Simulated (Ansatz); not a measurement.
**A family of molecules: the dipole moment**

One atom is swapped for its congeners: SnH2(OH)Cl; SnH2(SH)Cl; SnH2(SeH)Cl. All are singlets with charge 0.

Shapes, held fixed at every level: PBE0-D4/def2-TZVP. Flexible molecules stand in one conformer, not always the lowest. Programs: Ansatz 0.2.0. Values in D.

| level | SnH2(OH)Cl | SnH2(SH)Cl | SnH2(SeH)Cl |
| --- | --- | --- | --- |
| PBE-D4/def2-TZVPP | 1.80 | 2.04 | 2.03 |
| r2SCAN-D4/def2-TZVPP | 1.89 | 2.14 | 2.12 |
| B3LYP-D4/def2-TZVPP | 1.89 | 2.13 | 2.11 |
| wB97M-V/def2-TZVPP | 1.93 | 2.17 | 2.15 |

At wB97M-V/def2-TZVPP the dipole moment isn't monotonic: it is largest for S and smallest for O (2.17 and 1.93 D). Every level shows the same order. The two largest values are nearly level. For atoms past krypton def2 sets carry core potentials with scalar relativity. Relativity is left out for Se unless named.

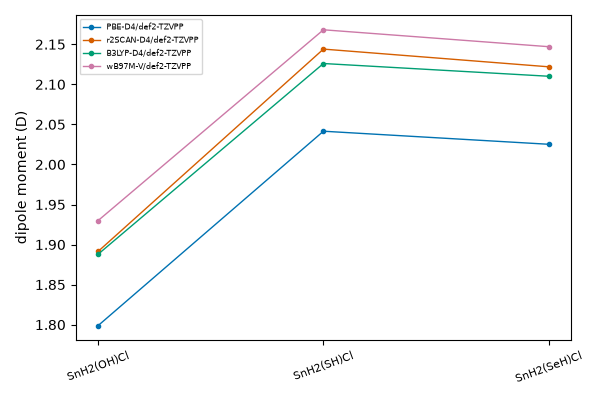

The trend along the series, level by level.
